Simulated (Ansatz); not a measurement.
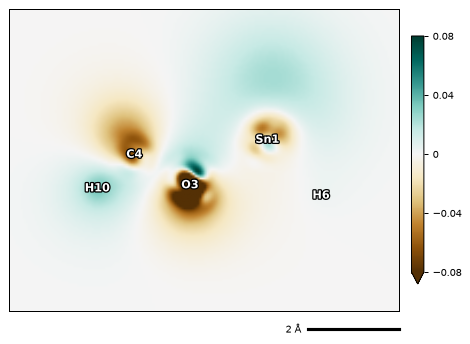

Figure. CH$_{6}$O$_{2}$Sn. The HOMO on the plane of atoms O3, Sn1 and H6 (values in Å⁻³ᐟ²; the overall sign is arbitrary).

Core potentials replace the inner electrons of Sn.

These are results of RKS PBE0-D4/def2-SVP (Ansatz 0.2.0), not measurements.

```xyz
10

Sn   -1.0089    0.4032    0.8124
O    -0.0112    2.1186    0.7782
O     0.2438   -1.0296    0.2493
C     0.7984   -1.0328   -1.0335
H     1.4456   -0.1545   -1.2267
H    -1.4494   -0.0529    2.3966
H    -2.2236    0.6280   -0.3665
H     0.7446    2.1171    1.3768
H     0.0348   -1.0627   -1.8381
H     1.4259   -1.9344   -1.1483
```

Q: Describe this orbital and give its energy.

A: It lies mainly on O3 (about 60 %), C4 (about 15 %), H5 (about 10 %) and H9 (about 5 %). Its energy is −7.48 eV.
